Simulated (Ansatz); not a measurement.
# GeH₃LiTe: what the fields show

| atom | x (Å) | y (Å) | z (Å) |
| --- | --- | --- | --- |
| Ge | 0.7931 | 1.8143 | -0.1210 |
| Li | -0.5281 | -0.3720 | -0.8305 |
| Te | -1.4782 | 1.9243 | -1.1967 |
| H | 0.9106 | 2.2771 | 1.3454 |
| H | 1.9899 | 2.3618 | -0.9251 |
| H | 1.1132 | 0.2420 | -0.0275 |

Geometry: PBE0-D3(BJ)/def2-SVP; core potentials replace the inner electrons of Te.

Level of theory: isolated molecule in a Gaussian basis; Kohn-Sham density functional theory, functional PBE0 (Ansatz).

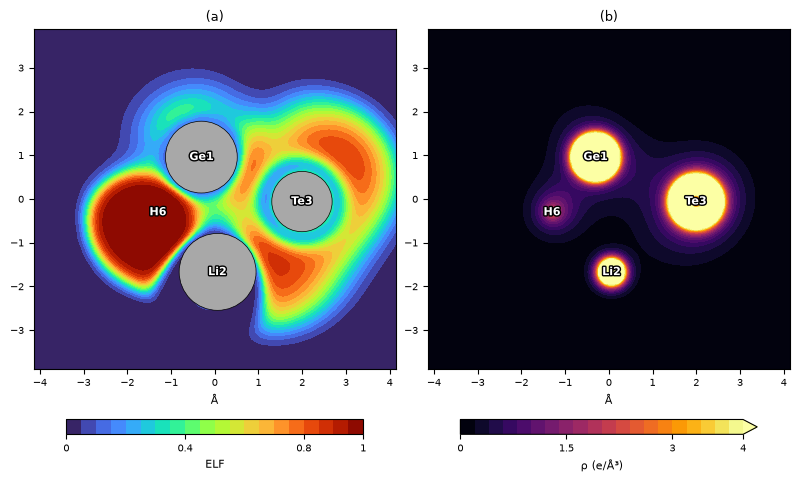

Figure 1. (a) ELF; (b) electron density on the plane of atoms Te3, Li2 and H6. Grey discs cover the atomic cores in the ELF map.

Interpret the plot.

- Atoms in the plane: Ge, Li, Te and H.
- Li–Te (2.51 Å): ρ at the midpoint is about 0.39 e/Å³; the ELF peaks at about 0.75 in the valence shell of Te, 1.4 Å from its nucleus, and drops to about 0.25 between the two atoms.
- Ge–Te (2.52 Å): the density is about 0.56 e/Å³ at the midpoint; the ELF peaks at about 0.75 in the valence shell of Te, 1.3 Å from its nucleus, and drops to about 0.20 between the two atoms.
- Li–H (1.93 Å): ρ at the midpoint is about 0.13 e/Å³; the ELF climbs to about 1 towards the hydrogen.

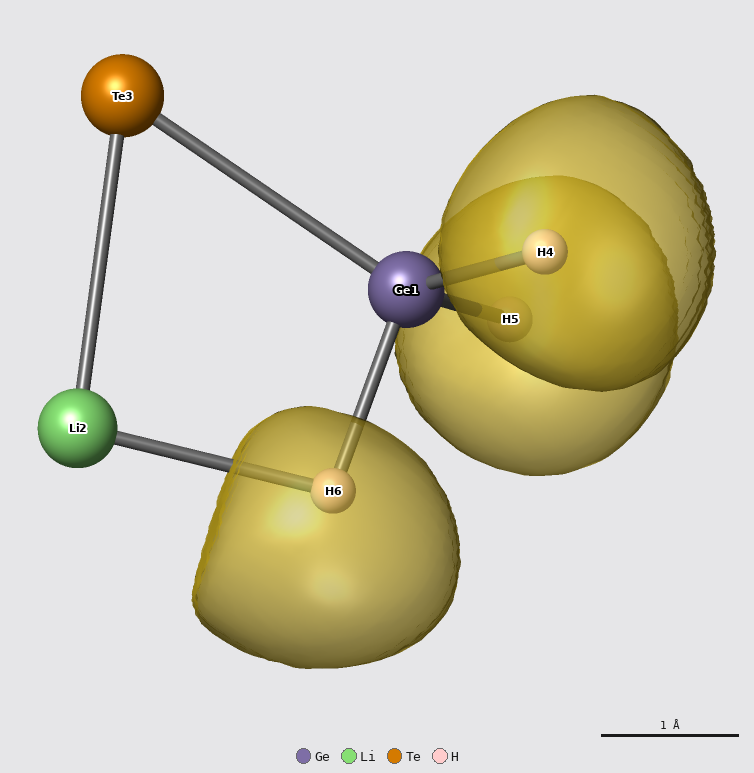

Figure 2. Isosurface of the electron localisation function at 0.9 (yellow), seen at a tilt. Core shells and regions of very low density are left out.

Where are the electrons localised?

The ELF exceeds this value in three regions around hydrogen nuclei.

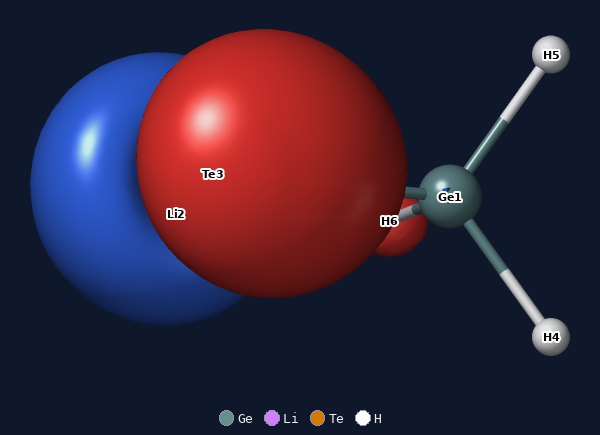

Figure 3. The HOMO−1 at ±0.15 Å⁻³ᐟ² (blue and red are the two phases), seen from one side.

Describe this orbital and give its energy.

Its weight (Hirshfeld) is mainly on Te3 (about 80 %), Li2 (about 10 %) and Ge1 (about 5 %). Its energy is −6.13 eV.
